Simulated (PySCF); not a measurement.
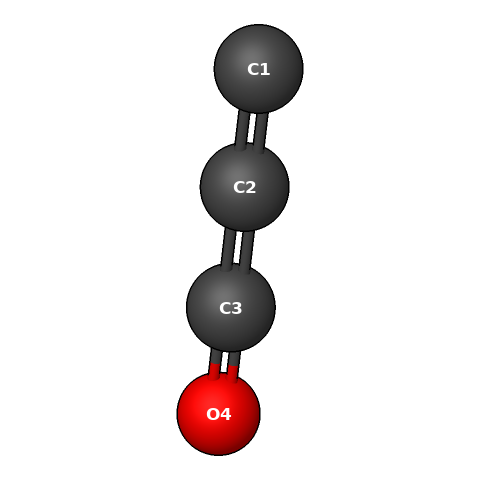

The computed structure is the end point of a PBE0-D3(BJ)/def2-SVP optimisation. No frequency run is at hand to confirm it as a minimum. Properties computed with B3LYP/pcJ-1 indirect spin-spin coupling, non-relativistic, gas phase (PySCF 2.14.0). Isotopes: 13C, 17O.

Give the spin–spin coupling constants of these pairs, with the number of bonds between them: C3/O4, C1/C3, C2/O4, C1/O4.

```
  pair  bonds apart  J (Hz)
C3, O4            1     8.6
C1, C3            2    11.5
C2, O4            2     5.6
C1, O4            3   −26.5
```
